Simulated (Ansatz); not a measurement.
# BFGaN: what the fields show

Input

```
basis:
  gaussian: {orbitals: def2-TZVPD}
crystal:
  periodic: [false, false, false]
  atoms:
    - {symbol: B, position_ang: [0.000000, 0.000000, -0.776979]}
    - {symbol: F, position_ang: [0.000000, 0.000000, -2.067480]}
    - {symbol: Ga, position_ang: [0.000000, 0.000000, 2.354371]}
    - {symbol: N, position_ang: [0.000000, 0.000000, 0.490088]}
hamiltonian: {xc: pbe0}
output: {forces: true, orbitals: {seedname: orbitals}}
```

Run with:

```sh
ansatz run input.yaml --threads 1 --pin off --max-ram 2610MiB --events-out events.jsonl --progress --plain --runs-dir runs
```

Geometry: PBE0-D3(BJ)/def2-SVP.

Computed with isolated molecule in a Gaussian basis; Kohn-Sham density functional theory, functional PBE0 in Ansatz 0.2.0.

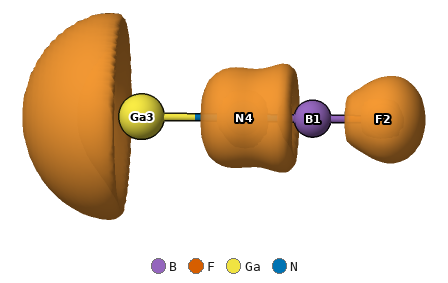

Figure 1. Isosurface of the electron localisation function at 0.75 (orange), seen from one side. Only the valence region is drawn (cores and ρ < 0.01 e/Å³ removed).

Question: Describe the localisation domains.

Answer: The ELF exceeds this value in one region on F in which the atom's valence shell and bonds are merged, one region on N in which the atom's valence shell and bonds are merged and one lobe on Ga, pointing away from the bonds (lone pairs). Along the contacts the grid gives the following. B–N (1.27 Å): the ELF peaks at about 0.85 between the atoms, as expected for a polar covalent bond. B–F (1.29 Å): the ELF peaks at about 0.85 between the atoms (a polar covalent bond).

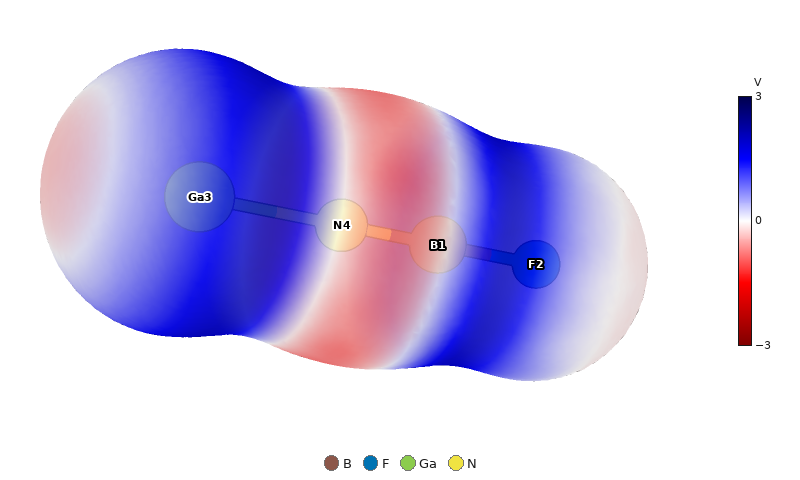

Figure 2. The molecular electrostatic potential painted on the density surface at 0.004 e/bohr³, seen at a tilt; red is negative and blue positive.

Question: Describe the electrostatic potential map.

Answer: The most negative region (about −0.9 V, or −21 kcal/mol for a unit charge) lies over N4, the most positive (about +2.0 V, or +46 kcal/mol for a unit charge) over B1 and Ga3.

Question: How polar is the molecule by this calculation?

Answer: Its dipole moment is 0.27 D.

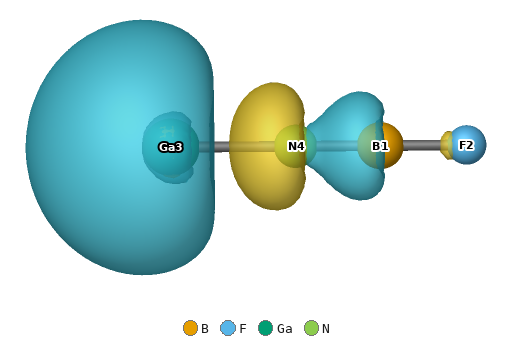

Figure 3. The HOMO at ±0.08 Å⁻³ᐟ² (yellow and cyan are the two phases), seen from one side.

Question: Describe this orbital and give its energy.

Answer: It lies mainly on Ga3 (about 85 %) and N4 (about 15 %); it is of σ type. Its energy is −6.96 eV.
